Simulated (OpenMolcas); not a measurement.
Geometry relaxation, with input and output: BCl$_{2}$ (charge +1) (part 1 of 4)

The run: geometry relaxation of BCl$_{2}$, charge +1. Method and program: B3LYP/6-31G*, RKS (OpenMolcas 26.06).

The run did not end well. The geometry comes from this level: PBE0-D4/def2-TZVP.

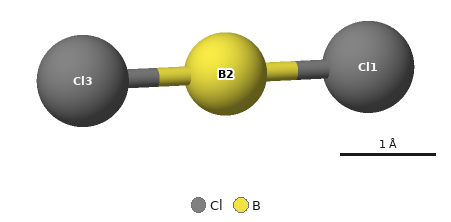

The starting structure (ball-and-stick view, seen at a tilt; atoms are numbered from 1 in the order of the input). Bond lengths as drawn: B–Cl 1.61 Å.

Input file
```
>>> EXPORT MOLCAS_PRINT=2

&gateway
 baslib
 $CurrDir
 coord
 struct.xyz
 basis
 6-31Gs
 group
 NoSym
>>> EXPORT MOLCAS_MAXITER=50
>>> Do While

&seward

&scf
 charge
 1
 ksdft
 B3LYP
 prorbitals
 0

&slapaf
>>> EndDo
>>> COPY $Project.Opt.xyz $CurrDir/final.xyz
>>> COPY $Project.slapaf.h5 $CurrDir/final.slapaf.h5

&mckinley
```

File struct.xyz
```
3

Cl    -1.267920     0.785680    -0.605300
B      0.000010     0.000020     0.000000
Cl     1.267910    -0.785700     0.605290
```

Launched with:
```bash
export MOLCAS_MEM=1860
pymolcas job.inp > job.log
```

Log
```
--- Start Module: gateway ---

                                              &GATEWAY

                       available to each process: 1.9 GB of memory, 1 thread

 Basis Set     1 Label: CL.6-31GS
 Basis set is read from library:.
 basistype.tbl is not found

 Basis Set     2 Label: B.6-31GS
 Basis set is read from library:.
 basistype.tbl is not found

 Basis Set     3 Label: CL.6-31GS
 Basis set is read from library:.
 basistype.tbl is not found

++    Symmetry information:
      ---------------------

                    Character Table for C1

                             E
                    a        1  x, y, xy, Rz, z, xz, Ry, yz, Rx, I
--

++    Basis set information:
      ----------------------

      Basis set label: CL.6-31GS.........

      Electronic valence basis set:
      ------------------
      Associated Effective Charge  17.000000 au
      Associated Actual Charge     17.000000 au
      Nuclear Model: Point charge

      Shell  nPrim  nBasis  Cartesian Spherical Contaminant
         s      16       4        X
         p      10       3        X
         d       1       1        X

      Basis set label: B.6-31GS.........

      Electronic valence basis set:
      ------------------
      Associated Effective Charge   5.000000 au
      Associated Actual Charge      5.000000 au
      Nuclear Model: Point charge

      Shell  nPrim  nBasis  Cartesian Spherical Contaminant
         s      10       3        X
         p       4       2        X
         d       1       1        X

      Basis set label: CL.6-31GS.........

      Electronic valence basis set:
      ------------------
      Associated Effective Charge  17.000000 au
      Associated Actual Charge     17.000000 au
      Nuclear Model: Point charge

      Shell  nPrim  nBasis  Cartesian Spherical Contaminant
         s      16       4        X
         p      10       3        X
         d       1       1        X
--

++    Molecular structure info:
      -------------------------

                    ************************************************
                    **** Cartesian Coordinates / bohr, angstrom ****
                    ************************************************

     Center  Label                x              y              z                     x              y              z
        1      CL1             -2.396022       1.484720      -1.143851             -1.267920       0.785680      -0.605300
        2      B2               0.000019       0.000038       0.000000              0.000010       0.000020       0.000000
        3      CL3              2.396003      -1.484758       1.143832              1.267910      -0.785700       0.605290

                    ***************************************
                    *    InterNuclear Distances / bohr    *
                    ***************************************

               1 CL1           2 B2            3 CL3
    1 CL1      0.000000
    2 B2       3.041987        0.000000
    3 CL3      6.083978        3.041991        0.000000

                    *******************************************
                    *    InterNuclear Distances / angstrom    *
                    *******************************************

               1 CL1           2 B2            3 CL3
    1 CL1      0.000000
    2 B2       1.609750        0.000000
    3 CL3      3.219503        1.609752        0.000000
--

            Nuclear Potential Energy            103.38630091 au

--- Stop Module: gateway /rc=_RC_ALL_IS_WELL_ ---

>>> EXPORT MOLCAS_MAXITER = 50

--- Start Module: seward ---

                                              &SEWARD

                       available to each process: 1.9 GB of memory, 1 thread

               SEWARD will generate:
                  Multipole Moment integrals up to order  2
                  Kinetic Energy integrals
                  Nuclear Attraction integrals (point charge)
                  One-Electron Hamiltonian integrals
                  Velocity integrals
                  Orbital angular momentum around ( -0.0000  -0.0000  -0.0000 )
                  Velocity quadrupole around ( -0.0000  -0.0000  -0.0000 )
                  Two-Electron Repulsion integrals

                   Integrals are discarded if absolute value <: 1.00E-14
                   Integral cutoff threshold is set to       <: 1.00E-16

            Nuclear Potential Energy            103.38630091 au

      Basis set specifications :
      Symmetry species         a
      Basis functions           53

--- Stop Module: seward /rc=_RC_ALL_IS_WELL_ ---

--- Start Module: scf ---

                                                &SCF

                       available to each process: 1.9 GB of memory, 1 thread

 ###############################################################################
 ###     Minimized-density-differences option turned off!                    ###
 ###############################################################################
++    Input section:
      --------------

      Header of the integral files:

      Cartesian coordinates in angstrom:
      -----------------------------------------------------
      No.  Label        X            Y            Z
      -----------------------------------------------------
       1   CL1       -1.26792000   0.78568000  -0.60530000
       2   B2         0.00001000   0.00002000   0.00000000
       3   CL3        1.26791000  -0.78570000   0.60529000
      -----------------------------------------------------
      Nuclear repulsion energy =  103.38630091
--

++    Orbital specifications:
      -----------------------

      Symmetry species               1
                                     a
      Frozen orbitals                0
      Aufbau                        19
      Start temperature = 0.500
      End temperature   = 0.010
      Temperature Factor= 0.460
      Deleted orbitals               0
      Total number of orbitals      53
      Number of basis functions     53
--

      Molecular charge                           1.000

      Numerical integration parameters
      --------------------------------
      Radial quadrature type:                         MHL
      Size of radial grid:                            75
      Lebedev angular grid:                           29
      Angular grid pruned with the crowding factor:  3.00E+00
                                 and fading factor:  6.00E+00
      Screening threshold for integral computation:   1.00E-11
      Radial quadrature accuracy:                     1.00E-25
      Maximum batch size:                             128
      AO values are stored on disk
      The same grid will be used for all iterations.

      DFT functional specifications
      -----------------------------
      Using Libxc version: 6.2.2
      Please cite the following reference:
      S. Lehtola, C. Steigemann, M. J.T. Oliveira, and M. A.L. Marques.,  SoftwareX 7, 1–5 (2018) doi:10.1016/j.softx.2017.11.002

      * B3LYP

++    Optimization specifications:
      ----------------------------

      SCF Algorithm: Conventional
      D(i)-D(i-1) density differences are used
      Number of density matrices in core                 5
      Maximum number of NDDO SCF iterations            400
      Maximum number of HF SCF iterations              400
      Threshold for SCF energy change             1.00E-09
      Threshold for density matrix                1.00E-04
      Threshold for Fock matrix                   1.50E-04
      Threshold for linear dependence             1.00E-09
      Threshold at which DIIS is turned on        1.50E-01
      Maximum depth in the DIIS procedure                5
      Maximum depth in the BFGS Hessian update          30
      Threshold at which QNR/C2DIIS is turned on  7.50E-02
      Threshold for Norm(delta) (QNR/C2DIIS)      1.00E-03
      All orbitals punched on: SCFORB
--

      Input vectors read from INPORB
      Orbital file label: *Guess orbitals

++ Convergence information
                                   B3LYP      iterations: Energy and convergence statistics

Iter     Tot. B3LYP      One-elec.       Two-elec.     Energy      Max Dij or  Max Fij      DNorm      TNorm      AccCon     Time
         Energy          Energy          Energy        Change      Delta Norm                                                in Sec.
   1  -942.324148919 -1537.423375928   491.712926097   0.00E+00    1.78E-01*   7.09E-01*    1.02E+01   2.28E+02   None         0.
   2  -942.470419601 -1544.160932295   498.304211782  -1.46E-01*   1.97E-01*   1.88E-01*    1.94E+01   2.27E+02   EDIIS        0.
   3  -944.379370652 -1546.596714056   498.831042492  -1.91E+00*   1.76E-01*   8.78E-02*    1.12E+01   2.29E+02   EDIIS        0.
   4  -944.773262760 -1547.472818095   499.313254424  -3.94E-01*   7.15E-01*   1.54E-01*    2.52E+00   2.28E+02   EDIIS        0.
   5  -944.419329079 -1543.544731252   495.739101261   3.54E-01*   1.23E-01*   8.55E-02*    2.57E+00   2.29E+02   EDIIS        0.
   6  -944.961776219 -1546.344206005   497.996128875  -5.42E-01*   1.74E-01*   4.35E-02*    6.66E-01   2.29E+02   EDIIS        0.
   7  -944.947261539 -1547.081407854   498.747845403   1.45E-02*   2.91E-02*   2.04E-02*    6.50E-01   2.28E+02   EDIIS        0.
   8  -944.970415564 -1546.533499234   498.176782759  -2.32E-02*   4.12E-02*   1.09E-02*    1.37E-01   2.28E+02   EDIIS        0.
   9  -944.969869138 -1546.385510338   498.029340288   5.46E-04*   3.37E-03*   5.01E-03*    1.46E-01   2.29E+02   EDIIS        0.

       Fermi aufbau procedure completed!
      nOcc=   19

  10  -944.971209272 -1546.528699320   498.171189137  -1.34E-03*   1.21E-03*   9.91E-04*    2.27E-02   2.29E+02   c2DIIS       0.
  11  -944.971223050 -1546.488755110   498.131231148  -1.38E-05*   1.20E-03*   3.56E-04*    9.51E-03   2.29E+02   QNRc2DIIS    0.
  12  -944.971223763 -1546.528780935   498.171256260  -7.13E-07*   5.71E-04    2.52E-04*    6.43E-03   2.29E+02   QNRc2DIIS    0.
  13  -944.971224514 -1546.511908208   498.154382782  -7.50E-07*   1.46E-04    7.93E-05     2.72E-03   2.29E+02   QNRc2DIIS    0.
  14  -944.971224572 -1546.511776721   498.154251237  -5.83E-08*   2.19E-06    9.46E-07     6.20E-04   2.29E+02   QNRc2DIIS    0.
  15  -944.971224572 -1546.511807269   498.154281785  -1.61E-11    3.40E-08    8.40E-09     1.97E-05   2.29E+02   QNRc2DIIS    0.

       Convergence after  15 Iterations
--

 *****************************************************************************************************************************
 *                                             SCF/KS-DFT Program, Final results                                             *
 *                                                       Final Results                                                       *
 *****************************************************************************************************************************

::    Total KS-DFT energy                            -944.9712245719
      One-electron energy                           -1546.5118072685
      Two-electron energy                             498.1542817850
      Nuclear repulsion energy                        103.3863009117
      Kinetic energy (interpolated)                   941.9666959101
      Virial theorem                                    1.0031896336
      Total spin, S(S+1)                                0.0000000000
      Total spin, S                                     0.0000000000
      Max non-diagonal density matrix element           0.0000000289
      Max non-diagonal Fock matrix element              0.0000000032

      No orbitals printed

++    Molecular charges:
      ------------------

      Mulliken charges per centre
      ---------------------------

                CL1     B2      CL3
      Total   16.7128  4.5743 16.7128

      N-E      0.2872  0.4257  0.2872

      Total electronic charge=   38.000000

      Total            charge=    1.000000
--

++    Molecular properties:
      ---------------------

      Charge (e):
                      =    1.0000
      Dipole Moment (debye):
      Origin of the operator (angstrom)=   -0.0000   -0.0000   -0.0000
                   X=  2.2525E-05               Y=  6.3230E-05               Z=  6.5086E-06           Total=  6.7437E-05
      Center of Charge (angstrom)
                     X=    0.00000173               Y=    0.00000724               Z=   -0.00000296
      Quadrupole Moment (debye*angstrom):
      Origin of the operator (angstrom)=   -0.0000   -0.0000   -0.0000
                  XX= -1.9897E+01              XY= -4.1328E+00              XZ=  3.1839E+00              YY= -2.4005E+01
                  YZ= -1.9730E+00              ZZ= -2.5046E+01
      In traceless form (debye*angstrom)
                  XX=  4.6289E+00              XY= -6.1993E+00              XZ=  4.7759E+00              YY= -1.5337E+00
                  YZ= -2.9595E+00              ZZ= -3.0952E+00
--

--- Stop Module: scf /rc=_RC_ALL_IS_WELL_ ---
--- Module scf spent 1 second ---

--- Start Module: slapaf ---

                                              &SLAPAF

                       available to each process: 1.9 GB of memory, 1 thread

--- Stop Module: slapaf /rc=_RC_INVOKED_OTHER_MODULE_ ---

--- Start Module: alaska ---

                                              &ALASKA

                       available to each process: 1.9 GB of memory, 1 thread

                     Threshold for contributions to the gradient: 1.000E-07

                    ********************************************
                    * Symmetry Adapted Cartesian Displacements *
                    ********************************************

           Irreducible representation : a
           Basis function(s) of irrep: x, y, xy, Rz, z, xz, Ry, yz, Rx, I

 Basis Label        Type   Center Phase
   1   CL1          x         1     1
   2   CL1          y         1     1
   3   CL1          z         1     1
   4   B2           x         2     1
   5   B2           y         2     1
   6   B2           z         2     1
   7   CL3          x         3     1
   8   CL3          y         3     1
   9   CL3          z         3     1

                     No automatic utilization of translational and rotational invariance of the energy is employed.

 Rotational correction to the DFT gradient is turned off due to close-to-degeneracy problems!

 DFT contribution computed for a moving grid.

 Conventional ERI gradients!

 **************************************************
 *              Molecular gradients               *
 **************************************************

  Irreducible representation: a
 ------------------------------------------------------------------------------------------
                              X                       Y                       Z
 ------------------------------------------------------------------------------------------
  CL1               7.03897670629772E-03   -4.36285028944994E-03    3.36042024034811E-03
  B2               -3.38827276254888E-07    2.21284275328727E-06   -2.71895519723858E-07
  CL3              -7.03863787899905E-03    4.36063744666093E-03   -3.36014834484466E-03
 ------------------------------------------------------------------------------------------

--- Stop Module: alaska /rc=_RC_ALL_IS_WELL_ ---

--- Start Module: slapaf ---

                                              &SLAPAF

                       available to each process: 1.9 GB of memory, 1 thread

++       Slapaf input parameters:
         ------------------------

 Maximum number of iterations:                50
 Convergence test a la Schlegel.
 Convergence criterion on gradient/para.<=: 3.0E-04
 Convergence criterion on step/parameter<=: 3.0E-04
 Convergence criterion on energy change <=: 0.0E+00
 Parameters for step-restricted optimization
 Maximum step length (initial seed):       3.00E-01

 -RFO activated with parameters:
   Maximum number of data points used in RFO:      5
 Line search is performed

 -Optimization for minimum.
  Optimization method: RS-RFO.

 -Initial Hessian guessed by Hessian Model Function (HMF).
  HMF augmented with weak interactions.

 -Hessian update method: Broyden-Fletcher-Goldfarb-Shanno
  Maximum number of points in Hessian update:  5

 -Relaxation will be done on non-redundant internal coordinates, based on
  force constant weighted redundant internal coordinates.

--

 ******************************************
 * Statistics of the internal coordinates *
 ******************************************
 Translations and Rotations:         0
 Bonds                     :         2
 Angles                    :         2
 Torsions                  :         0
 Out-of-plane angles       :         0
```
